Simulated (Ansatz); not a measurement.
The starting structures come from a database of crystals and need not be the phases stable at ambient conditions.

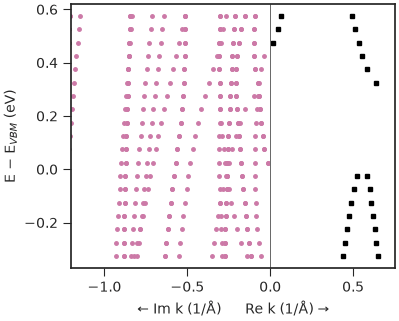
Complex bands at the centre of the two-dimensional zone; PBEsol (Ansatz, a program for electronic structure)

No gap correction and no spin-orbit coupling; mid-gap values are interpolated between computed energies.

Problem. This is KGa$_{3}$ (I-4m2, not sure to be the ambient phase, 12 atoms a cell, 23.8 Å³ an atom) along the normal of (110). Read off the slowest decay at the centre of the two-dimensional zone at 0.12 eV, the computed energy nearest the middle of the gap.

Solution. κ ≈ 0.05 1/Å, a decay length 1/(2κ) of the density of 11 Å.
